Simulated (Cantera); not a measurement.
Charge: 1 mol PbO, 8.1 mol CO, 0.43 mol H₂, equilibrated at 0.380 bar.

Cantera equilibrium calculation (NASA polynomials, part measured and part estimated; ideal gas, pure solids and liquids). Candidate condensed phases: C, C₆H₆, C₇H₈, C₈H₁₈, H₂O, Pb, PbO, PbO₂, Pb₃O₄; 113 gas species. Kinetics and transport are ignored.

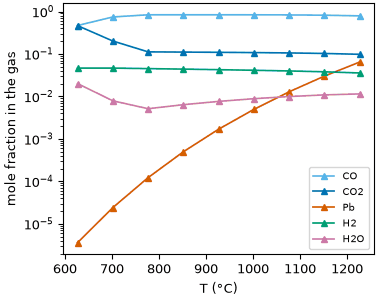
Figure: Equilibrium gas composition (values under 1e-9 drawn at 1e-9)

Question: Read off the mole fractions at 702 °C.

Answer: CO about 0.74, CO₂ about 0.20, H₂ about 0.046, H₂O about 0.0079, Pb about 2.4e-5.
